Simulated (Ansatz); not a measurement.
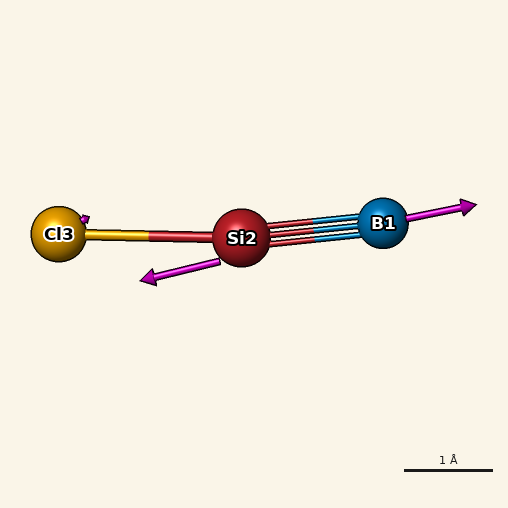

Arrows show the forces on the atoms, 0.1 Å of arrow for 1 eV/Å; forces under a tenth of the largest aren't drawn. Level of theory: ωB97M-V/def2-TZVPP (Ansatz 0.2.0).

> On which atom is the force largest, and how large is it?

On Si2: 9.60 eV/Å.

> Which bond do the forces act along most?

B1–Si2, now 1.640 Å: the forces push its atoms apart, so a first step downhill lengthens it.

List the force components in the frame of the picture (x right, y up, z towards the viewer), in eV/Å.

```tsv
atom	Fx	Fy	Fz
B1	8.20	1.65	1.11
Si2	−9.25	−2.26	−1.19
Cl3	1.05	0.60	0.07
```
